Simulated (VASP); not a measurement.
Band structure of TaC (rock salt). Computed with revPBE GGA, VASP's PBE PAW potentials (set 64) (plane waves; VASP).

Unless said otherwise, spin-orbit coupling is left out, though it shifts the bands of the heavy elements here.

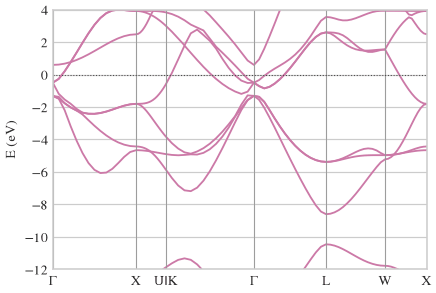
*Bands along high-symmetry lines, zero at the valence-band maximum or, without a gap, the Fermi level*

Problem. Read the plot: is there a gap, and where are the band edges?

Solution. It has no gap at this level: it comes out as a metal or semimetal. (Edges off the drawn lines would not show.)

The compound is TaC in the rock salt structure. It was relaxed first. The electron count is odd and the run is not spin-polarised, which forces a metal.
